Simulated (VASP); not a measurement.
Band structure of SnSe2 (space group P-3m1). Level of theory: r2SCAN+rVV10, VASP's PBE PAW potentials (set 64) (plane waves; VASP).

The path is coarsely sampled, so an indirect gap can come out somewhat too large. Unless said otherwise, spin-orbit coupling is left out, though it shifts the bands of the heavy elements here.

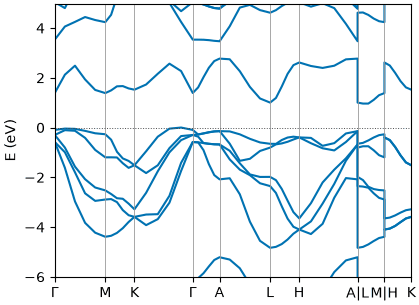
Fig. 1. Bands along high-symmetry lines, zero at the valence-band maximum or, without a gap, the Fermi level

### Question
Read the plot: is there a gap, and where are the band edges?

### Answer
The gap is indirect, 0.96 eV, from the valence maximum at K-Γ at 0.80 to the conduction minimum at L-M at 0.20.

The structure comes from a measured SnSe2 entry (P-3m1) of the Crystallography Open Database, whose conditions weren't checked. It was relaxed first.
